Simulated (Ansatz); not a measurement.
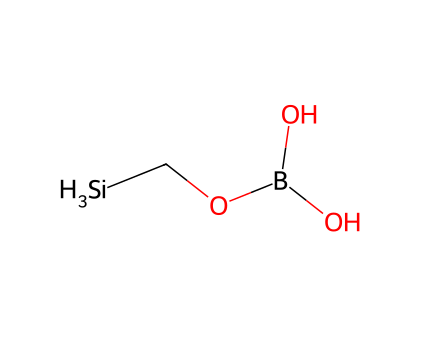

Figure made from data computed with Ansatz.

> Give its SMILES.

OB(O)OC[SiH3]

> What is the molecular formula?

CH7BO3Si.
